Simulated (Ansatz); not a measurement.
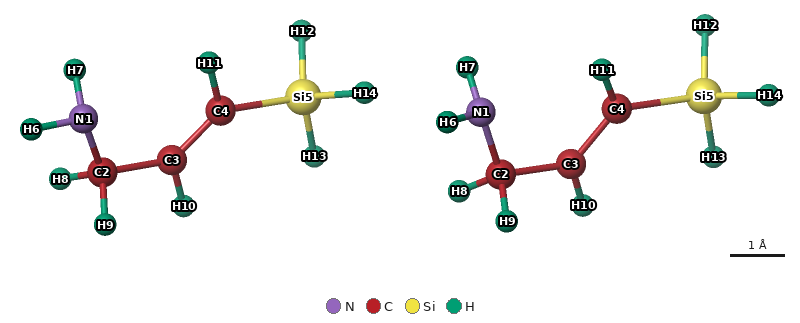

Two geometries of C3H9NSi, drawn at one scale. One is the start of a relaxation, the other its converged end. Style: ball-and-stick. Shown at a tilt.

Computed with RKS PBE-D4/6-31G in Ansatz 0.2.0. Settings: no spin polarisation; force threshold 0.015 eV/Å; at most 40 steps.

Q: Which of the two is the end point?

A: The right one is the relaxed one. The run prepares an end point of a later path (torsion) calculation, from a guessed geometry. The atom that moves furthest after the best rigid fit is H6 (0.41 Å). Largest moves by element: H 0.41 Å, N 0.20 Å, C 0.11 Å, Si 0.06 Å. Among the contacts that change: Si5–H13 1.430 → 1.517 Å, Si5–H12 1.445 → 1.519 Å, C4–Si5 1.819 → 1.892 Å, C4–H11 1.166 → 1.099 Å. Among the angles between lasting bonds that change: H6–N1–H7 101.5° → 113.2°, C2–C3–C4 132.1° → 124.3°, Si5–C4–H11 111.7° → 119.3°. After 8 accepted moves (12 points after the start) the energy has fallen by 72.6 kJ/mol. Largest force component: 3.8 eV/Å at the start, 0.0095 eV/Å at the end. The line search rejected the trial steps at points 4, 7, 9, 11 of the run. The run took 57 s on 1 thread of Arm Neoverse V1, with other jobs on the host, peak memory 0.15 GiB.
